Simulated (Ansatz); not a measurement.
# SnO (Romarchite): the cost of one run

Program: the Python package of Ansatz 0.2.0. The levels of theory stand in the script. These are calculated values, not measurements.

## 1. The structure

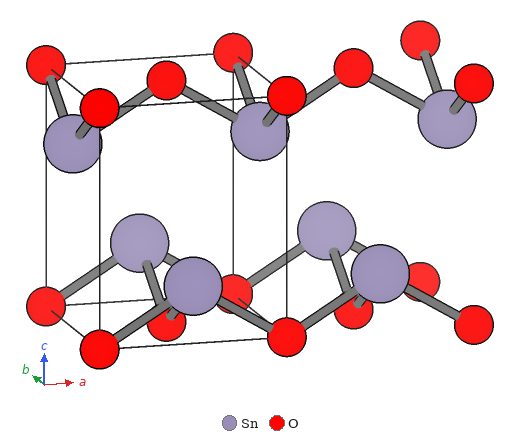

The starting structure, viewed slightly off an axis; tin purple, oxygen red. 2×1×1 cells are drawn. Atoms on cell faces are repeated.

No structure file is read: the coordinates are typed or built in the script.

## 2. Script

lattice.py reads:

```python
# -*- coding: utf-8 -*-
"""Relaxed cell of SnO under several functionals."""

import warnings

import ansatz as az
from ase import Atoms
import numpy as np

def edges_and_angles(cell):
    cell = np.asarray(cell)
    a, b, c = np.linalg.norm(cell, axis=1)
    cosines = cell[1] @ cell[2] / (b * c), cell[0] @ cell[2] / (a * c), cell[0] @ cell[1] / (a * b)
    return (a, b, c, *np.degrees(np.arccos(cosines)))

warnings.simplefilter("ignore", az.DeckWarning)

atoms = Atoms(
    ["Sn", "Sn", "O", "O"],
    scaled_positions=[
        [0.5, 0.0, 0.2369],
        [0.0, 0.5, 0.7631],
        [0.0, 0.0, 0.0],
        [0.5, 0.5, 0.0],
    ],
    cell=[
        [3.7986, 0.0, 0.0],
        [0.0, 3.7986, 0.0],
        [0.0, 0.0, 4.8408],
    ],
    pbc=True,
)
cell = az.Crystal.from_ase(atoms)

calc = cell.calculation()
calc = calc.occupations("cold", width=0.3)
calc = calc.scf(tolerance=1e-09)
calc = calc.kpoints(5, 5, 4)
calc = calc.basis(530)
calc = calc.accuracy("medium").relax(cell=True, force_tolerance=0.05, max_steps=60, density_extrapolation="transplant")

levels = [("r2scan", "none"), ("r2scan", "rvv10"), ("pbe", "none")]
print("level            a       b       c    alpha   beta  gamma  V/atom  steps")
for name, dispersion in levels:
    seen = []
    run = calc.functional(name, dispersion=dispersion).session().plan()
    done = run.execute(on_event=lambda e: seen.append(e) if e["event"] == "relax_step" else None)
    cell = done.lattice.cell_ang
    label = name if dispersion == "none" else f"{name}+{dispersion}"
    print("{:13s} {:7.4f} {:7.4f} {:7.4f} {:6.2f} {:6.2f} {:6.2f}".format(label, *edges_and_angles(cell)), f"{abs(np.linalg.det(cell)) / len(done.lattice.sites):7.3f} {len(seen):5d}")
```

## 3. The input behind the calls

The package turns the script's settings into the engine's input (first run):

```yaml
crystal:
  lattice:
    - [3.7986, 0.0, 0.0]
    - [0.0, 3.7986, 0.0]
    - [0.0, 0.0, 4.8408]
  atoms:
    - { symbol: Sn, position: [0.5, 0.0, 0.2369] }
    - { symbol: Sn, position: [0.0, 0.5, 0.7631] }
    - { symbol: O, position: [0.0, 0.0, 0.0] }
    - { symbol: O, position: [0.5, 0.5, 0.0] }
accuracy: medium
basis:
  ecutwfc: 530.0
kpoints:
  mp_grid:
    grid: [5, 5, 4]
hamiltonian:
  xc: r2scan
  dispersion: none
scf:
  convergence:
    dr2_threshold: 1.0e-09
  occupations:
    method: cold
    width: 0.3
relax:
  f_tol: 0.05
  max_steps: 60
  density_extrapolation: transplant
  cell: {}
```

## 4. Running it

The run is started by

```console
python lattice.py
```

Q: Estimate wall time and peak memory on 1 thread of Intel Xeon 6975P-C (Granite Rapids), shared host.

About 84 s, with a peak of 0.7 GiB.
